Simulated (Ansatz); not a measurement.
**CH5Al (SMILES [CH3][AlH2]): levels of theory compared**

We compute a comparison of 6 runs (HF/STO-3G, PBE/STO-3G, UPBE0/STO-3G, UMP2/STO-3G, BCCD(T)/STO-3G, FCI/STO-3G) of CH5Al. 

The calculation is run with Ansatz 0.2.0.

43 further runs of the same task are left out: 1 that didn't finish, 42 set aside as unsound or not needed.

**1. The molecule**

CH5Al has 7 atoms, charge 0, and is taken as a singlet. SMILES: `[CH3][AlH2]`. The H4–C1 distance was set to 1.646 Å, away from the relaxed value. At this shape a bond of the SMILES string is far longer than usual.

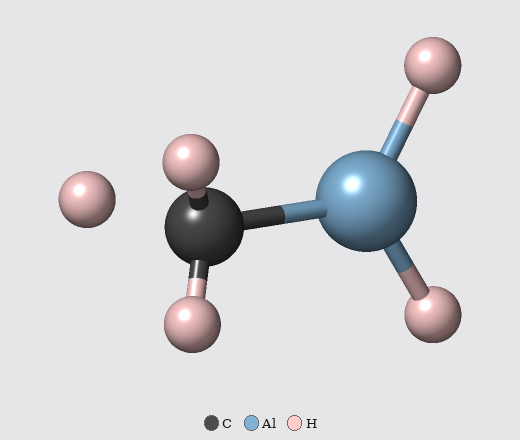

The structure, seen from a chosen angle (carbon dark grey, aluminium light blue, hydrogen pink).

**2. A single-point energy at HF/STO-3G (run 1)**

File run.yaml:

```yaml
crystal:
  periodic: [false, false, false]
  atoms:
    - symbol: C
      position_ang: [-0.105527, -0.890213, 0.025876]
    - symbol: Al
      position_ang: [0.905873, 0.583687, 0.806076]
    - symbol: H
      position_ang: [-0.720127, -1.414213, 0.762176]
    - symbol: H
      position_ang: [-1.134400, -0.306400, -1.118200]
    - symbol: H
      position_ang: [0.536373, -1.620113, -0.474224]
    - symbol: H
      position_ang: [0.358973, 1.354687, 2.084776]
    - symbol: H
      position_ang: [2.277773, 1.056987, 0.155976]
basis:
  gaussian:
    orbitals: STO-3G
hamiltonian:
  xc: hf
accuracy: high
```

Run with:

```
$ ansatz run run.yaml --threads 1 --pin off --max-ram 2610MiB --events-out events.jsonl --progress --plain --runs-dir runs
```

Standard output:

```text
Warning: RAYON_NUM_THREADS=1 ignored (pool sized by the plan → 1); use --threads N
Functional definition: HF
  name "HF"
  exchange = exact_x
  correlation = 0
335 factors; integrals over basis functions are off by at most 2.9e-8 eV
mean field evaluation 1: about -7596.3832 eV, gradient 1.3e1 eV
mean field evaluation 2: about -7596.3998 eV, gradient 1.3e1 eV
mean field evaluation 4: about -7597.2663 eV, gradient 8.9e-1 eV
mean field evaluation 8: about -7597.2695 eV, gradient 2.5e-5 eV
mean field -7597.26947269 eV, -279.1945035070 hartree, gradient 1.2e-8 eV, S^2 0.000000; 0 other end points of the search recorded, 0 dependent functions left out
reference -7597.26947269 eV, -279.1945035070 hartree; 12, 12 occupied and 7, 7 virtual orbitals, 335 factors
Total energy: -7597.26947269 eV, -279.1945035070 hartree
```

Wall time 0.1 s (1 thread of Arm Neoverse V1, shared host).

**3. The energy at PBE/STO-3G (run 2)**

File job.yaml:

```yaml
crystal:
  periodic: [false, false, false]
  atoms:
    - {symbol: C, position_ang: [-0.105527, -0.890213, 0.025876]}
    - {symbol: Al, position_ang: [0.905873, 0.583687, 0.806076]}
    - {symbol: H, position_ang: [-0.720127, -1.414213, 0.762176]}
    - {symbol: H, position_ang: [-1.134400, -0.306400, -1.118200]}
    - {symbol: H, position_ang: [0.536373, -1.620113, -0.474224]}
    - {symbol: H, position_ang: [0.358973, 1.354687, 2.084776]}
    - {symbol: H, position_ang: [2.277773, 1.056987, 0.155976]}
basis:
  gaussian: {orbitals: STO-3G}
hamiltonian: {xc: {name: PBE}}
accuracy: high
```

Run with:

```
$ ansatz run job.yaml --threads 1 --pin off --max-ram 2610MiB --events-out events.jsonl --progress --plain --runs-dir runs
```

Standard output:

```text
Warning: RAYON_NUM_THREADS=1 ignored (pool sized by the plan → 1); use --threads N
Functional definition: PBE
  name "PBE"
  parameter kappa = 0.804
  parameter beta = 0.06672455060314922
  exchange = pbe_x(kappa = kappa, mu = beta*pi^2/3)
  correlation = pbe_c(beta = beta)
335 factors; integrals over basis functions are off by at most 2.9e-8 eV
mean field evaluation 1: about -7612.6743 eV, gradient 2.3e1 eV
mean field evaluation 2: about -7612.7346 eV, gradient 2.2e1 eV
mean field evaluation 4: about -7614.4176 eV, gradient 8.7e-1 eV
mean field evaluation 8: about -7614.3087 eV, gradient 7.6e-3 eV
mean field evaluation 16: about -7614.3087 eV, gradient 1.4e-8 eV
mean field -7614.30865528 eV, -279.8206819178 hartree, gradient 1.5e-8 eV, S^2 0.000000; 0 other end points of the search recorded, 0 dependent functions left out
reference -7614.30865741 eV, -279.8206819962 hartree; 12, 12 occupied and 7, 7 virtual orbitals, 335 factors
Total energy: -7614.30865741 eV, -279.8206819962 hartree
```

Wall time 1.2 s (1 thread of Arm Neoverse V1, shared host); peak memory 0.098 GiB.

**4. The energy at UPBE0/STO-3G (run 3)**

File molecule.yaml:

```yaml
crystal:
  periodic: [false, false, false]
  atoms:
    - {symbol: C, position_ang: [-0.105527, -0.890213, 0.025876]}
    - {symbol: Al, position_ang: [0.905873, 0.583687, 0.806076]}
    - {symbol: H, position_ang: [-0.720127, -1.414213, 0.762176]}
    - {symbol: H, position_ang: [-1.134400, -0.306400, -1.118200]}
    - {symbol: H, position_ang: [0.536373, -1.620113, -0.474224]}
    - {symbol: H, position_ang: [0.358973, 1.354687, 2.084776]}
    - {symbol: H, position_ang: [2.277773, 1.056987, 0.155976]}
basis:
  gaussian: {orbitals: STO-3G}
magnetization: {spin_polarized: true}
hamiltonian: {xc: {name: PBE0}}
accuracy: high
```

Run with:

```
$ ansatz run molecule.yaml --threads 1 --pin off --max-ram 2610MiB --events-out events.jsonl --progress --plain --runs-dir runs
```

Standard output:

```text
Warning: RAYON_NUM_THREADS=1 ignored (pool sized by the plan → 1); use --threads N
Functional definition: PBE0
  name "PBE0"
  parameter a = 0.25
[... 2 set-up lines as earlier in the session ...]
  exchange = (1 - a)*pbe_x(kappa = kappa, mu = beta*pi^2/3) + a*exact_x
[... 1 set-up line as earlier in the session ...]
335 factors; integrals over basis functions are off by at most 2.9e-8 eV
mean field evaluation 1: about -7614.5383 eV, gradient 1.2e1 eV
mean field evaluation 2: about -7615.2094 eV, gradient 7.5e0 eV
mean field evaluation 4: about -7615.5787 eV, gradient 1.8e-1 eV
mean field evaluation 8: about -7615.4943 eV, gradient 1.8e-3 eV
mean field evaluation 16: about -7615.4943 eV, gradient 3.2e-8 eV
mean field -7615.49428441 eV, -279.8642529848 hartree, gradient 3.2e-8 eV, S^2 0.000000; 0 other end points of the search recorded, 0 dependent functions left out
reference -7615.49428601 eV, -279.8642530435 hartree; 12, 12 occupied and 7, 7 virtual orbitals, 335 factors
Total energy: -7615.49428601 eV, -279.8642530435 hartree
```

It took 2 s on 1 thread of Arm Neoverse V1, shared host; peak memory 0.14 GiB.

Runs 4 to 5 aren't shown in full; the table further down has their settings and results.

**5. A single-point energy at FCI/STO-3G (run 6)**

File in.yaml:

```yaml
crystal:
  periodic: [false, false, false]
  atoms:
    - symbol: C
      position_ang: [-0.105527, -0.890213, 0.025876]
    - symbol: Al
      position_ang: [0.905873, 0.583687, 0.806076]
    - symbol: H
      position_ang: [-0.720127, -1.414213, 0.762176]
    - symbol: H
      position_ang: [-1.134400, -0.306400, -1.118200]
    - symbol: H
      position_ang: [0.536373, -1.620113, -0.474224]
    - symbol: H
      position_ang: [0.358973, 1.354687, 2.084776]
    - symbol: H
      position_ang: [2.277773, 1.056987, 0.155976]
basis:
  gaussian: {orbitals: STO-3G}
correlation: {method: fci, frozen_orbitals: {Al: 5, C: 1, H: 0}}
accuracy: high
```

Run with:

```
$ ansatz run in.yaml --threads 1 --pin off --max-ram 2610MiB --events-out events.jsonl --progress --plain --runs-dir runs
```

Standard output:

```text
Warning: RAYON_NUM_THREADS=1 ignored (pool sized by the plan → 1); use --threads N
[... 4 set-up lines as earlier in the session ...]
335 factors; integrals over basis functions are off by at most 2.9e-8 eV
mean field evaluation 1: about -7596.3832 eV, gradient 1.3e1 eV
mean field evaluation 2: about -7596.3998 eV, gradient 1.3e1 eV
mean field evaluation 4: about -7597.2663 eV, gradient 8.9e-1 eV
mean field evaluation 8: about -7597.2695 eV, gradient 2.5e-5 eV
mean field -7597.26947269 eV, -279.1945035070 hartree, gradient 1.2e-8 eV, S^2 0.000000; 0 other end points of the search recorded, 0 dependent functions left out; unrestricted orbitals would lower it
mean field evaluation 16: about -7597.3410 eV, gradient 1.8e-1 eV
6 core orbitals not correlated: weight in the atoms' cores, before any rotation towards them, 0.999 or more for the frozen orbitals, at most 0.000 for the correlated occupied ones
reference -7597.26947269 eV, -279.1945035070 hartree; 6, 6 occupied and 7, 7 virtual orbitals, 335 factors
state -7601.46571502 eV, -279.3487125684 hartree
Total energy: -7601.46571502 eV, -279.3487125684 hartree
```

Wall time 14 s (1 thread of Arm Neoverse V1, shared host); peak memory 0.28 GiB.

**6. Overview of the runs**

```tsv
run	level	frozen core orbitals	energy (Eh)	wall time
1	HF/STO-3G	–	-279.194504	0.1 s
2	PBE/STO-3G	–	-279.820682	1.2 s
3	UPBE0/STO-3G	–	-279.864253	2 s
4	UMP2/STO-3G	6	-279.289994	0.16 s
5	BCCD(T)/STO-3G	6	-279.348081	0.2 s
6	FCI/STO-3G	6	-279.348713	14 s
```

**7. Outcome**

| quantity | value |
| --- | --- |
| run 6: total energy | -279.34871 Eh |
| run 6: correlation energy (6 core orbitals frozen) | -154.2 mEh |

**Reading.** Against full CI in this basis: HF +154.2 mEh; UMP2 +58.7 mEh; BCCD(T) +0.6 mEh. Totals of different functionals can't be ranked against each other. In run 5 the log says that unrestricted orbitals would lower the reference, so the values rest on an unstable closed-shell determinant (other closed-shell runs at this shape may share the fault). In runs 1, 2, 3, 4, 5, 6 the basis is minimal, so the values are rough. Spin contamination of the reference: run 4 ⟨S²⟩ = 0.22. All runs together took 17 s, the longest 14 s.
